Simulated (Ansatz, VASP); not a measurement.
# Ga2SbP: VASP beside Ansatz

One calculation is typed for both programs; each brings its own data sets. How far apart do they land? The cell is invented: As first built, before any earlier steps moved the atoms (in the runner's words): it takes the GaP structure with some of its atoms replaced by other elements, volume scaled by an estimate. It may not be a known or stable phase. The cell is taken from a series of VASP runs on this material, whose earlier steps may have relaxed, scaled or displaced it; both programs get it as it stands. Other levels of theory on this material are compared in a session of their own. Valence electrons are named where the data sets of a main pair hold unlike numbers.

Calculated with Ansatz 0.2.0; plane waves, with VASP 6.6.1 beside it; band structure at r2SCAN and band structure at r2SCAN, spin-orbit coupling.

**1. Starting point**

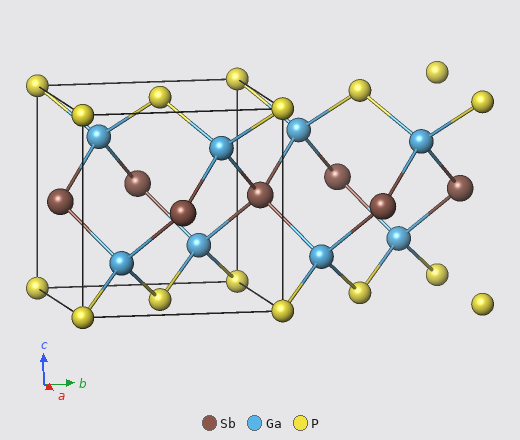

The starting structure, seen slightly off an axis (antimony brown, gallium blue, phosphorus yellow). 1×2×1 cells are drawn. This picture shows the conventional cell, with its axes. Bonds to atoms that aren't drawn are left out. Some periodic images of atoms are drawn too.

**2. Ansatz: band structure, r2SCAN**

Ansatz runs on its default PAW (the set named soft_2) files.

Levels along a path test the potential and the projectors away from the mesh points.

input.yaml

```yaml
crystal:
  lattice:
    - [2.8960959798, -2.8960508051, 0.0009236138]
    - [2.8960959798, 2.8960508051, 0.0009236138]
    - [0.0004937753, 0.0, 5.7819809996]
  atoms:
    - { symbol: Sb, position: [0.5011804053, 0.4988195947, 0.5] }
    - { symbol: Ga, position: [0.0012711293, 0.500358844, 0.7761899576] }
    - { symbol: Ga, position: [0.499641156, 0.9987288707, 0.2238100424] }
    - { symbol: P, position: [0.9998096703, 0.0001903297, 0.0] }
hamiltonian:
  xc: r2scan
  pseudopotentials: { kind: paw }
kpoints:
  mp_grid: { grid: [5, 5, 4] }
  band_path:
    path:
      - [0.0, 0.0, 0.0]
      - [-0.19996, -0.19996, -0.20017]
      - [-0.43325, -0.43325, -0.4337]
      - [-0.4999, -0.4999, -0.50042]
      - [-0.49994, -0.49994, -0.50023]
      - [-0.49999, -0.49999, -0.50003]
      - [-0.46656, 0.46656, 0.5]
      - [-0.23328, 0.23328, 0.5]
      - [0.0, 0.0, 0.5]
      - [-0.16664, -0.16664, 0.49987]
      - [-0.39993, -0.39993, 0.49968]
      - [-0.49993, -0.49993, 0.36637]
      - [-0.50003, -0.50003, -0.0999]
      - [-0.50011, -0.50011, -0.49957]
      - [-0.5001, 0.4999, -0.49959]
      - [-0.50008, 0.49992, -0.39966]
      - [-0.50003, 0.49997, -0.16653]
      - [-0.5, 0.5, 0.0]
      - [-0.26667, 0.26667, 0.0]
      - [-0.03333, 0.03333, 0.0]
      - [-0.13333, 0.0, -0.13333]
      - [-0.36667, 0.0, -0.36667]
      - [-0.46667, 0.0, 0.0]
      - [-0.23333, 0.0, 0.0]
      - [0.0, 0.0, 0.0]
    npoints: 1
scf:
  occupations: { method: gaussian, width: 0.05 }
  n_extra_bands: 8
output:
  forces: true
  stress: true
  eigenvalues: true
```

Started as:

```bash
$ ansatz run input.yaml --threads 2 --pin off --max-ram 4608MiB --backend cpu --events-out ev --progress --plain --runs-dir out
```

Numbers of over 12 decimals in the logs are rounded to 6 here.

The log of the run:

```text
scf.n_extra_bands = 8 over 23 filled bands (N_el = 46.0): the run solves 31 bands
Engine: ansatz 0.2.0, x86_64-unknown-linux-gnu
Pseudopotentials: kind: paw
Pseudopotential: Sb, paw, valence charge 15, recommended cutoff 500 eV (meta_gga), Sb.paw.azcp
Pseudopotential: Ga, paw, valence charge 13, recommended cutoff 500 eV (meta_gga), Ga.paw.azcp
Pseudopotential: P, paw, valence charge 5, recommended cutoff 500 eV (meta_gga), P.paw.azcp
Functional definition: r2SCAN
  parameter k0 = 0.174
  parameter k1 = 0.065
  parameter a1 = 4.9479
  exchange = r2scan_x(k0 = k0, k1 = k1, a1 = a1)
  correlation = r2scan_c
Crystal: 4 atoms, lattice volume = 96.990 Å³
Basis set: ecut = 500 eV, 2477 PW (Γ), exchange–correlation on 120×120×180 points (64 copies of the dense FFT grid, shifted against one another)
Bands: 31, of which v1, the nominal top of the filled ones, is band 23 counted from 1 (22 counted from 0)
Symmetry: 2 space group operations
Space group: C2 (ITA 5), of the structure as read, at distance tolerance 4.6e-5 Å
k-points: 33 of 100 (time reversal used)
Non-local potential: Sb, projectors of the file, l = 0: 2, l = 1: 2, l = 2: 2, l = 3: 2
Non-local potential: Ga, projectors of the file, l = 0: 2, l = 1: 2, l = 2: 3, l = 3: 1
Non-local potential: P, projectors of the file, l = 0: 2, l = 1: 2, l = 2: 2
PAW form: soft (Blöchl's): semilocal exchange-correlation on the pseudo side does not see the compensation charge
PAW frozen core: Sb, regenerated for the run's functional (the file was generated under x = pbe(κ = 0.804, μ = 0.219515), c = pbe(β = 0.066725))
PAW frozen core: Ga, regenerated for the run's functional (the file was generated under x = pbe(κ = 0.804, μ = 0.219515), c = pbe(β = 0.066725))
PAW frozen core: P, regenerated for the run's functional (the file was generated under x = pbe(κ = 0.804, μ = 0.219515), c = pbe(β = 0.066725))
PAW one-centre angular grid: Sb, 590 points (default); XC on 160 Gauss nodes
PAW one-centre angular grid: Ga, 590 points (default); XC on 160 Gauss nodes
PAW one-centre angular grid: P, 302 points (default); XC on 160 Gauss nodes
Initial density: superposition of atomic densities (neutral atoms: chi_scale 0, normalization atom), corrected by the library's trained network
Initial wavefunctions: pseudopotential atomic-orbital guess
Functional: x = r2scan, c = r2scan; τ floored in thin density (d = 2e-4 eV/Å³)
SCF iter   1: F=—  HF=-14839.982479 eV  |F-HF|=—  |Δ(HF+E_count)|=         —  Δρ=8.81e-3  dr2=4.82e-2  dr2_τ=9.53e-3  ethr=1.77e-3  ⟨swp⟩=6.8  Hψ=4829  notcnv=0  defer=2
preconditioner: auto → Resta (q_TF=auto, 2.409 Å⁻¹)  ε∞=3.0  [insulator: Δε(μ)=0.492 eV  Ē_g=15.850 eV  σ=0.050 eV  W_gap=1.00  n_scr=20 (ndim 8)  ℏωp=22.6 eV  f_vac=0.038  D(μ)=0.00/eV (n_scr^D=0)  ε∞_Penn≈3.0]
SCF iter   2: F=—  HF=-14839.996491 eV  |F-HF|=—  |Δ(HF+E_count)|=   1.40e-2  Δρ=2.26e-3  dr2=2.97e-3  dr2_τ=2.00e-4  ethr=1.05e-4  ⟨swp⟩=2.7  Hψ=2084  notcnv=0  defer=88
SCF iter   3: F=—  HF=-14839.995744 eV  |F-HF|=—  |Δ(HF+E_count)|=   7.47e-4  Δρ=1.93e-3  dr2=1.46e-3  dr2_τ=2.62e-5  ethr=6.45e-6  ⟨swp⟩=2.0  Hψ=1529  notcnv=0  defer=88
SCF iter   4: F=—  HF=-14839.996009 eV  |F-HF|=—  |Δ(HF+E_count)|=   2.65e-4  Δρ=5.61e-4  dr2=1.97e-4  dr2_τ=2.37e-6  ethr=3.17e-6  ⟨swp⟩=1.2  Hψ=975  notcnv=0  defer=88
SCF iter   5: F=—  HF=-14839.996036 eV  |F-HF|=—  |Δ(HF+E_count)|=   2.71e-5  Δρ=9.71e-5  dr2=7.02e-6  dr2_τ=1.49e-7  ethr=4.29e-7  ⟨swp⟩=2.0  Hψ=1153  notcnv=0  defer=88
SCF iter   6: F=—  HF=-14839.996041 eV  |F-HF|=—  |Δ(HF+E_count)|=   5.13e-6  Δρ=1.73e-5  dr2=3.79e-7  dr2_τ=3.42e-9  ethr=1.53e-8  ⟨swp⟩=2.0  Hψ=1199  notcnv=0  defer=88
SCF iter   7: F=-14839.996042 eV  HF=-14839.996042 eV  |F-HF|=4.26e-9  |Δ(HF+E_count)|=   3.07e-7  Δρ=3.00e-6  dr2=9.84e-9  dr2_τ=2.91e-10  ethr=2.17e-10  ⟨swp⟩=11.2  Hψ=5086  notcnv=0
SCF 1 converged in 7 iterations: F = -14839.996042 eV  dr2 = 9.84e-9
  greatest PAW one-centre occupation: 0.994 electrons in one spin orbital (limit 2), on the Ga atom at site 1 (counted from 0), in its partial waves of l = 2
NSCF: frozen V_eff on 25 k-points
SCF converged after 7 iterations
Free energy (F): -14839.996042 eV
Harris-Foulkes:  -14839.996042 eV  (|F-HF|=4.26e-9)
Internal energy: -14839.996042 eV  (E = F + TS)
E sigma→0 (E₀):  -14839.996042 eV
Fermi energy:    7.788403 eV
--- Per-component energies (eV) ---
  E_band       = -341.523444
  E_kinetic    = 506.706947
  E_local      = -6152.122079  (includes V_loc(G=0)·N_el)
  E_nonlocal   = 1250.944672
  E_hartree    = 2845.166871
  E_xc         = -309.950158
  E_vxc        = -286.083556  (∫ρ·V_xc dr)
  E_paw        = -9186.930941  (= ΣΔE_a)
  E_vpaw       = -1367.364199  (= ΣTr[D̂ρ^β])
  E_aug_tail   = -0.000085  (compensation charges beyond the density's cutoff)
  E_vtau       = 16.055594  (kinetic-family band-sum trace: ∫τ·v_τ [+ j·A + Jᵃ·Aᵃ] dr)
  E_ewald      = -3792.920322
  E_core_change = -0.890945  (= ΣΔE_core)
  E_smearing   = -0.000000  (= −TS)
  E_closure    = -0.000000  (closes the sum)
  Σ components = -14839.996042   (vs F -14839.996042, Δ=0.00e0)
--- Forces (eV/Å), atoms counted from 1 ---
  atom   1  Sb    -0.00000000     0.00100091     0.00000000
  atom   2  Ga    -0.00749167     0.00358963    -0.01176170
  atom   3  Ga     0.00749167     0.00358963     0.01176170
  atom   4  P     -0.00000000    -0.00818134     0.00000000
  max |Σ_I F_I| component: 1.16e-6 eV/Å
--- Stress (GPa, compression-positive) ---
        0.117225       0.000000      -0.011986
        0.000000       0.118118       0.000000
       -0.011986       0.000000       0.178485
  P = ⅓ Tr σ = 0.1379 GPa (1.379 kbar)
--- Band table (eV; the first three rows and the last of 33) ---
  k-point 0: bands = [... 19 lower, 4.3749, 7.3056, 7.5363, 7.5363, 8.0371, 8.7052, 9.6383, 10.9221, ... 4 higher]
  k-point 1: bands = [... 19 lower, 4.5693, 5.5529, 6.9098, 6.9098, 8.5194, 9.3714, 10.1537, 11.0546, ... 4 higher]
  k-point 2: bands = [... 19 lower, 4.8541, 4.8541, 6.3083, 6.3084, 8.7325, 9.3848, 10.6645, 11.4998, ... 4 higher]
  k-point 32: bands = [... 19 lower, 3.3958, 3.6103, 4.6682, 4.7612, 10.8673, 11.0199, 12.4966, 12.6722, ... 4 higher]
```

Elapsed: 11 s, on 2 threads of AMD EPYC 7R43, shared host; peak memory 0.6 GiB.

**3. VASP: band structure, r2SCAN**

The same cell, functional, mesh and smearing now go to VASP, with its own data sets.

Lines of VASP's logs that name or quote its potential files are left out, and so is its time.

INCAR

```
SYSTEM = Ga2SbP
PREC = Accurate
ENCUT = 400
EDIFF = 1E-06
NELM = 100
ISMEAR = 0
SIGMA = 0.05
LREAL = .FALSE.
ALGO = Normal
METAGGA = R2SCAN
LASPH = .TRUE.
NBANDS = 32
LORBIT = 11
LWAVE = .FALSE.
LCHARG = .FALSE.
KPAR = 2
```

POSCAR

```
Ga2SbP
1.0
    2.8960959798     -2.8960508051      0.0009236138
    2.8960959798      2.8960508051      0.0009236138
    0.0004937753      0.0000000000      5.7819809996
Sb Ga P
1 2 1
Direct
    0.5011804053      0.4988195947      0.5000000000
    0.0012711293      0.5003588440      0.7761899576
    0.4996411560      0.9987288707      0.2238100424
    0.9998096703      0.0001903297      0.0000000000
```

KPOINTS

```
Automatic mesh
0
Gamma
5 5 4
0 0 0
```

KPOINTS_OPT

```
Line mode
16
Line-mode
Reciprocal
  0.00000000   0.00000000   0.00000000 GAMMA
 -0.49989883  -0.49989883  -0.50041903 Y

 -0.49989883  -0.49989883  -0.50041903 Y
 -0.49989105  -0.49989105  -0.50043454 F

 -0.49989105  -0.49989105  -0.50043454 F
 -0.50000000  -0.50000000  -0.50000000 L

 -0.50000000  -0.50000000  -0.50000000 L
 -0.50010904  -0.49989096  -0.50000000 I

 -0.49989096   0.49989096   0.50000000 I1
  0.00000000   0.00000000   0.50000000 Z

  0.00000000   0.00000000   0.50000000 Z
 -0.49990661  -0.49990661   0.49959647 H

 -0.49990661  -0.49990661   0.49959647 H
 -0.50010895  -0.50010895  -0.49956546 F1

 -0.50009339   0.49990661  -0.49959647 H1
 -0.50010117   0.49989883  -0.49958097 Y1

 -0.50010117   0.49989883  -0.49958097 Y1
 -0.50000000   0.50000000   0.00000000 X

 -0.50000000   0.50000000   0.00000000 X
  0.00000000   0.00000000   0.00000000 GAMMA

  0.00000000   0.00000000   0.00000000 GAMMA
 -0.50000000   0.00000000  -0.50000000 N

 -0.50000000   0.00000000   0.00000000 M
  0.00000000   0.00000000   0.00000000 GAMMA
```

Potentials, in the order of the species: Sb, Ga_d and P (PBE family, release 64).

Started as:

```bash
$ mpirun -np 2 vasp_std
```

The log of the run:

```text
[banner, memory and clock lines left out]
running    2 mpi-ranks, on    1 nodes
 distrk:  each k-point on    1 cores,    2 groups
 distr:  one band on    1 cores,    1 groups

 POSCAR found type information on POSCAR SbGaP
 POSCAR found :  3 types and       4 ions
|                                                                             |
|               ----> ADVICE to this user running VASP <----                  |
|                                                                             |
|     You enforced a specific xc type in the INCAR file but a different       |
|     [... a line on the potential file left out ...]
|     I HOPE YOU KNOW WHAT YOU ARE DOING!                                     |
|                                                                             |

 LDA part: xc-table for (None), standard interpolation
 POSCAR, INCAR and KPOINTS ok, starting setup
 FFT: planning ... GRIDC
 FFT: planning ... GRID_SOFT
 FFT: planning ... GRID
 WAVECAR not read
 entering main loop
       N       E                     dE             d eps       ncg     rms          rms(c)
DAV:   1     0.206682377773E+03    0.20668E+03   -0.13959E+04  2352   0.134E+03
DAV:   2    -0.295628631631E+02   -0.23625E+03   -0.22306E+03  2264   0.410E+02
DAV:   3    -0.616917415095E+02   -0.32129E+02   -0.31839E+02  2592   0.104E+02
DAV:   4    -0.627889828653E+02   -0.10972E+01   -0.10962E+01  2560   0.215E+01
DAV:   5    -0.628107054081E+02   -0.21723E-01   -0.21721E-01  2624   0.292E+00    0.546E+00
DAV:   6    -0.587023300522E+02    0.41084E+01   -0.87015E-01  2672   0.110E+01    0.357E+00
DAV:   7    -0.587015318204E+02    0.79823E-03   -0.32583E-01  2456   0.346E+00    0.160E+00
DAV:   8    -0.587073231706E+02   -0.57914E-02   -0.25397E-02  2656   0.105E+00    0.537E-01
DAV:   9    -0.587069348700E+02    0.38830E-03   -0.48048E-03  2456   0.475E-01    0.783E-02
DAV:  10    -0.587069224726E+02    0.12397E-04   -0.71544E-04  2712   0.149E-01    0.594E-02
DAV:  11    -0.587069074646E+02    0.15008E-04   -0.72752E-05  2784   0.389E-02    0.131E-02
DAV:  12    -0.587069093067E+02   -0.18421E-05   -0.81425E-06  2320   0.168E-02    0.739E-03
DAV:  13    -0.587069132102E+02   -0.39035E-05   -0.25243E-06  2184   0.147E-02    0.659E-03
DAV:  14    -0.587069106839E+02    0.25263E-05   -0.36280E-07  1528   0.609E-03    0.234E-03
DAV:  15    -0.587069103102E+02    0.37375E-06   -0.87272E-08  1392   0.325E-03
   1 F= -.58706910E+02 E0= -.58706910E+02  d E =-.673320E-13
 Start KPOINTS_OPT (optional k-point list driver)
k-point batch [1-33\192]
       N       E                     dE             ncg
DAV:   1     0.137481823143E+04   -0.27671E+05     2360
DAV:   2    -0.644317886866E+04   -0.78180E+04     2256
DAV:   3    -0.745192551060E+04   -0.10087E+04     2568
DAV:   4    -0.748406066248E+04   -0.32135E+02     2608
DAV:   5    -0.748467620155E+04   -0.61554E+00     2568
DAV:   6    -0.748471034415E+04   -0.34143E-01     3184
DAV:   7    -0.748471055139E+04   -0.20724E-03     2616
DAV:   8    -0.748471055428E+04   -0.28829E-05     2056
DAV:   9    -0.748471055492E+04   -0.64255E-06     1744
[...]
k-point batch [166-192\192]
       N       E                     dE             ncg
DAV:   1     0.202489766445E+04   -0.11996E+05     1888
DAV:   2    -0.441512469801E+04   -0.64400E+04     1816
DAV:   3    -0.526808734987E+04   -0.85296E+03     2032
DAV:   4    -0.529629266753E+04   -0.28205E+02     2064
DAV:   5    -0.529689782477E+04   -0.60516E+00     2080
DAV:   6    -0.529693385269E+04   -0.36028E-01     2560
DAV:   7    -0.529693420486E+04   -0.35216E-03     2128
DAV:   8    -0.529693420798E+04   -0.31246E-05     1760
DAV:   9    -0.529693420851E+04   -0.52255E-06     1384
```

From OUTCAR (step 3):

```text
ion  position               nearest neighbor table
   1  0.501  0.499  0.500-   2 2.60   3 2.60   2 2.60   3 2.60
   2  0.001  0.500  0.776-   4 2.42   4 2.42   1 2.60   1 2.60
   3  0.500  0.999  0.224-   4 2.42   4 2.42   1 2.60   1 2.60
   4  1.000  0.000  0.000-   2 2.42   3 2.42   2 2.42   3 2.42

  LATTYP: Found a base centered monoclinic cell.
 ALAT       =     5.7921922542
 B/A-ratio  =     0.9999843507
 C/A-ratio  =     0.9982370693
 COS(beta)  =    -0.0004043158

 Subroutine GETGRP returns: Found  2 space group operations
 (whereof  2 operations were pure point group operations)

The static configuration has the point symmetry C_2 .

 Found     33 irreducible k-points:

   k-points           NKPTS =     33   k-points in BZ     NKDIM =     33   number of bands    NBANDS=     32

   dimension x,y,z NGX =    28 NGY =   28 NGZ =   40
   dimension x,y,z NGXF=    56 NGYF=   56 NGZF=   80

   ENCUT  =  400.0 eV  29.40 Ry    5.42 a.u.   6.68  6.68  9.43*2*pi/ulx,y,z

   NELECT =      36.0000    total number of electrons

 k-points in reciprocal lattice and weights: Automatic mesh
   0.00000000  0.00000000  0.00000000       0.010
   0.20000000  0.00000000  0.00000000       0.040
   0.40000000  0.00000000  0.00000000       0.040
   0.20000000  0.20000000  0.00000000       0.020
   0.40000000  0.20000000  0.00000000       0.040
  -0.40000000  0.20000000 -0.00000000       0.040
  -0.20000000  0.20000000  0.00000000       0.020
   0.40000000  0.40000000  0.00000000       0.020
  -0.40000000  0.40000000  0.00000000       0.020
[...]
0.40000000  0.40000000  0.50000000       0.020
  -0.40000000  0.40000000  0.50000000       0.020

 average (electrostatic) potential at core
       1 -92.3116       2 -70.3631       3 -70.3631       4 -86.8409

 E-fermi :   5.0917

 k-point     1 :       0.0000    0.0000    0.0000
  band No.  band energies     occupation
    ...
     14       1.6817      2.00000
     15       1.6818      2.00000
     16       4.6161      2.00000
     17       4.8492      2.00000
     18       4.8492      2.00000
     19       5.3308      0.00000
     20       6.0147      0.00000
     21       6.9461      0.00000
     22       8.2331      0.00000
     23       8.2332      0.00000
    ...

 k-point     2 :       0.2000    0.0000    0.0000
  band No.  band energies     occupation
    ...
     14       0.7633      2.00000
     15       1.9191      2.00000
     16       2.5138      2.00000
     17       3.6679      2.00000
     18       4.6970      2.00000
     19       6.0705      0.00000
     20       7.3337      0.00000
     21       8.0805      0.00000
     22       8.5397      0.00000
     23       8.6318      0.00000
    ...

 k-point     3 :       0.4000    0.0000    0.0000
  band No.  band energies     occupation
    ...
     14      -0.1173      2.00000
     15       0.8449      2.00000
     16       1.9702      2.00000
     17       2.4488      2.00000
     18       4.2554      2.00000
     19       6.6148      0.00000
     20       8.0821      0.00000
     21       9.4733      0.00000
     22       9.4785      0.00000
     23       9.8153      0.00000
    ...

  Total        0.0030412      0.0034156      0.0206462      0.0000000      0.0000000     -0.0075062
  in kB        0.0502379      0.0564224      0.3410547      0.0000000      0.0000000     -0.1239959
  external PRESSURE =       0.1492383 kB  Pullay stress =       0.0000000 kB

  energy-cutoff  :      400.00
  volume of cell :       96.99
      direct lattice vectors                 reciprocal lattice vectors
     2.896095980 -2.896050805  0.000923614     0.172646217 -0.172648905 -0.000014744
     2.896095980  2.896050805  0.000923614     0.172646217  0.172648905 -0.000014744
     0.000493775  0.000000000  5.781981000    -0.000055157  0.000000000  0.172951109

 POSITION                                       TOTAL-FORCE (eV/Angst)
 -----------------------------------------------------------------------------------
      2.89634     -0.00684      2.89191        -0.000000      0.002008     -0.000000
      1.45315      1.44538      4.48838        -0.004014      0.002331      0.005401
      4.33953      1.44538      1.29545         0.004014      0.002331     -0.005401
      2.89610     -2.89495      0.00092        -0.000000     -0.006670      0.000000
 -----------------------------------------------------------------------------------
    total drift:                                0.000000     -0.005956      0.000000

  FREE ENERGIE OF THE ION-ELECTRON SYSTEM (eV)
  ---------------------------------------------------
  free  energy   TOTEN  =       -58.7069103102 eV

  energy  without entropy=      -58.7069103102  energy(sigma->0) =      -58.70691031

 total charge
# of ion       s       p       d       tot
------------------------------------------
    1        1.097   1.426   0.031   2.553
    2        0.848   0.798   9.988  11.633
    3        0.848   0.798   9.988  11.633
    4        1.016   1.477   0.000   2.493
--------------------------------------------------
tot          3.809   4.498  20.006  28.313

[... 3 further parts left out ...]
```

Within 0.02 Å the cell has space group P-4m2; at a tight tolerance a small distortion makes it C2.

(Continued in part 2 of 2.)

[Lines on the potential files, build, host, timing and source positions are cut from VASP's logs without a mark.]

[Logs are printed without paths, hosts, clocks, repeated set-up lines and the standing remarks that a program may print on its own settings, such as how far it seeks lower states.]

[Hosts, paths, dates, database ids (printed as entryN), source tags and the programs' standing remarks are cut or masked in the printed files.]
